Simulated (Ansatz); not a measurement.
# How Be(0001) screens a field, part 2 of 2

Where does the screening charge of Be(0001) sit?

Ansatz 0.2.0; plane-wave DFT, PBE, Ansatz PAW.

So far. Step 8 (Atoms held, field -0.2 V/Å): The dipole is -0.0505 e·Å. Step 9 (Single point, field 0.4 V/Å): The dipole is 0.101 e·Å.

**10. The response**

This step: plane-wave DFT, PBE, Ansatz PAW; screening of a field by a metal slab (Ansatz 0.2.0).

The dipoles give the slope, and the difference of two potentials shows where the field is screened.

Numbers from this step:

* equivalent conductor thickness p/(ε₀AE): 10.06 Å
* distance between the outer atoms: 7.177 Å
* image plane, upper face: 1.396 Å
* induced electrons on the upper face over ε₀E: -1.009
* image plane, lower face: 1.396 Å
* induced electrons on the lower face over ε₀E: 1.009

The dipole of the cell by applied field:

```csv
applied field (V/Å),dipole of the cell (e·Å)
-0.200,-0.0505
-0.100,-0.0253
-0.050,-0.0126
0.000,0
0.050,0.0126
0.100,0.0253
0.200,0.0505
0.400,0.101
```

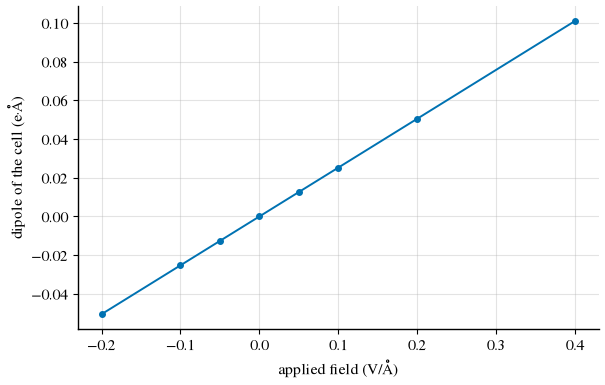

Dipole of the cell, plotted against applied field.

Local field over the applied field, running mean. From the potentials at -0.05 and 0.05 V/Å; running mean over 1.794 Å. The local field over applied field by z:

```csv
z (Å),local field over applied field
5,0.995
6,0.959
7,0.766
8,0.314
9,0.0212
10,0.00410
11,-8.6e-4
12,1.0e-4
13,-3.4e-4
14,-8.8e-4
15,0.00451
16,0.00636
17,0.237
18,0.700
19,0.942
20,0.992
21,0.999
```

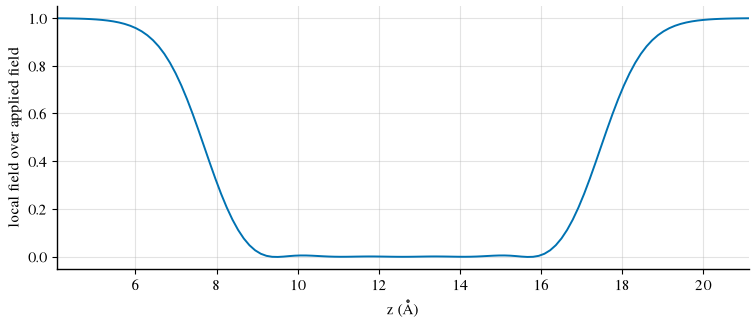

Local field over applied field against z.

The induced electron density oscillates, so the rows of the table below give means over windows of 2 Å about each position, cut where the curve ends. Its maxima inside the range that stand out by 2 % of the span (Å: e/Å³ per V/Å): 7.8: 0.00372, 10.1: 3.4e-4, 12.2: 1.5e-4, 14.1: 2.1e-4, 16.1: 7.3e-4. Its minima: 9.1: -7.3e-4, 11.0: -2.1e-4, 13.0: -1.6e-4, 15.1: -3.4e-4, 17.3: -0.00372.

Electrons, planar mean, per unit field. Table of induced electron density by z; means over each step:

```csv
z (Å),induced electron density (e/Å³ per V/Å)
6,4.8e-4
8,0.00236
10,-7.4e-5
12,-6.5e-6
14,-1.7e-5
16,-4.7e-4
18,-0.00218
20,-1.0e-4
```

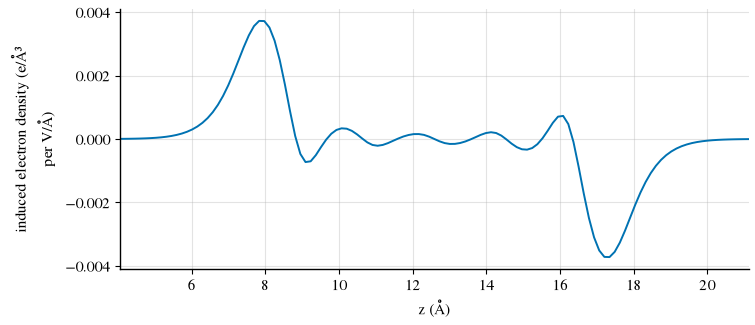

Induced electron density against z.

By hand: between -0.05 and 0.05 V/Å the dipole changes by 0.02526 e·Å, a slope of 0.2526 e·Å²/V. A perfect conductor of thickness t has p = ε₀AEt, so t = 180.95 × 0.2526 / 4.542 = 10.06 Å (e/ε₀ = 180.95 V·Å, A in Å²). Less the 7.18 Å between the outer atoms, and halved, that puts each image plane 1.44 Å out.

The induced dipole is that of a conductor 10.06 Å thick.

**11. The same run with other settings: efield.amplitude = -0.1**

This step: plane-wave DFT, PBE, Ansatz PAW (Ansatz 0.2.0).

A run with a changed input: it repeats the earlier run at 0.05 V/Å with efield.amplitude from 0.05 to -0.1.

The input, input.yaml:

```yaml
crystal:
  lattice:
    - [2.29, 0.0, 0.0]
    - [1.145, 1.9831981747, 0.0]
    - [0.0, 0.0, 25.17686]
  atoms:
    - { symbol: Be, position: [0.0, 0.0, 0.3574711064] }
    - { symbol: Be, position: [0.6666666667, 0.6666666667, 0.4287355532] }
    - { symbol: Be, position: [0.0, 0.0, 0.5] }
    - { symbol: Be, position: [0.6666666667, 0.6666666667, 0.5712644468] }
    - { symbol: Be, position: [0.0, 0.0, 0.6425288936] }
kpoints:
  mp_grid: { grid: [24, 24, 1] }
hamiltonian:
  xc: pbe
scf:
  occupations: { method: fermi_dirac, width: 0.1 }
  convergence: { dr2_threshold: 1.0e-10 }
efield:
  axis: 3
  dipole_correction: true
  ramp_position: 0.97
  ramp_width: 0.06
  amplitude: -0.1
output:
  forces: true
  write_potential: true
  write_density: true
  volumetric_format: npy
```

Launch:

```bash
$ ansatz run input.yaml --threads 2 --pin off --max-ram 3072MiB --backend cpu --events-out ev --progress --plain --runs-dir out
```

Numbers of over 12 decimals in the logs are rounded to 6 here.

What it wrote:

```text
[...]
Crystal: 5 atoms, lattice volume = 114.341 Å³
Basis set: ecut = 420 eV, 2221 PW (Γ), exchange–correlation on 32×32×360 points (8 copies of the dense FFT grid, shifted against one another)
Bands: 10, of which v1, the nominal top of the filled ones, is band 5 counted from 1 (4 counted from 0)
Symmetry: 6 space group operations
k-points: 61 of 576 (time reversal used)
[...]
SCF iter   1: F=—  HF=-463.530479 eV  |F-HF|=—  |Δ(HF+E_count)|=         —  Δρ=1.73e-2  dr2=4.02e0  ethr=3.10e-3  p=-0.025 e·Å  D=-4.00e-2 V/Å  ΔV_dip=1.01 eV  dr2_dipole=2.09e-5  V_vac-E_F(+/−)=8.30/9.58 eV  ⟨swp⟩=12.2  Hψ=8482  notcnv=0
[...]
SCF iter  10: F=-462.801055 eV  HF=-462.801055 eV  |F-HF|=1.25e-10  |Δ(HF+E_count)|=   1.63e-9  Δρ=3.44e-8  dr2=1.41e-12  ethr=1.00e-12  p=-0.025 e·Å  D=-4.00e-2 V/Å  ΔV_dip=1.01 eV  dr2_dipole=2.20e-15  V_vac-E_F(+/−)=4.66/5.94 eV  ⟨swp⟩=12.2  Hψ=5200  notcnv=0
SCF 1 converged in 10 iterations: F = -462.801055 eV  dr2 = 1.41e-12
[...]
SCF converged after 10 iterations
Free energy (F): -462.801055 eV
[...]
Internal energy: -462.760774 eV  (E = F + TS)
E sigma→0 (E₀):  -462.780915 eV
Entropy (-TS):   -0.040281 eV (-8.056 meV/atom)
Fermi energy:    -0.794656 eV
Dipole field:    D = -0.039970 V/Å  (p = -0.025257 e·Å, saw-weighted, corrected)
Work function:   not extracted (applied field tilts the vacuum); planar V_es + V_field profile in the machine report
[...]
--- Forces (eV/Å), atoms counted from 1 ---
  atom   1  Be     0.00000000     0.00000000    -0.10032300
  atom   2  Be    -0.00000000    -0.00000000     0.07547206
  atom   3  Be     0.00000000     0.00000000     0.00027649
  atom   4  Be     0.00000000    -0.00000000    -0.07486154
  atom   5  Be     0.00000000     0.00000000     0.09943620
  max |Σ_I F_I| component: 2.12e-7 eV/Å
--- Band table (eV; the first three rows and the last of 61) ---
[...]
```

Wall time 12 s (2 threads of Arm Neoverse N1, shared host); peak memory 0.33 GiB.

Numbers from this step:

```yaml
energy_at_zero_smearing: -462.7809 eV
dipole_along_the_normal: -0.02526 e·Å
```

Force by atom:

```csv
atom,x (eV/Å),y (eV/Å),z (eV/Å),size
Be1,0.000,0.000,-0.100,0.100
Be2,0.000,0.000,0.075,0.075
Be3,0.000,0.000,0.000,0.000
Be4,0.000,0.000,-0.075,0.075
Be5,0.000,0.000,0.099,0.099
```

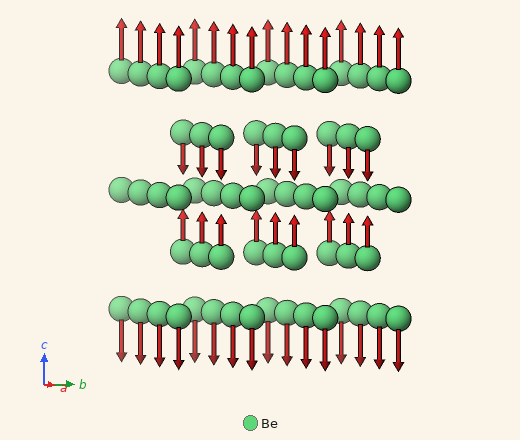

Force as arrows, the longest 0.100 eV/Å. 3×3×1 cells are drawn. Some periodic images of atoms are drawn too.

```csv
quantity,this run,earlier run,difference
dipole along the normal (e·Å),-0.02526,0.01263,-0.038
```

The applied field differs, and the slope found earlier predicts a dipole of -0.0253 e·Å; this run gives -0.0253 e·Å, in line with it.

**12. Results**

```json
{"work function": "5.31 eV", "image plane, upper face": "1.40 Å", "induced electrons on the upper face over ε₀E": "-1.01", "equivalent conductor thickness p/(ε₀AE)": "10.1 Å"}
```

The induced charge has its centre 1.40 Å outside the outermost atoms; this is the plane from which a capacitor's gap or an image potential counts. The equivalent conductor thickness exceeds the distance between the outer atoms by 2.89 Å, about the sum of the two image-plane distances. The atoms are held at bulk positions with the tabulated experimental lattice constant.

[Logs are printed without paths, hosts, clocks, repeated set-up lines and the standing remarks that a program may print on its own settings, such as how far it seeks lower states.]

[Hosts, paths, dates, database ids (printed as entryN), source tags and the programs' standing remarks are cut or masked in the printed files.]

[Maps of the electrostatic potential energy from Ansatz leave out the sawtooth potential of an applied field or a dipole correction, so their vacuum need not be flat; planar profiles and work functions include it.]
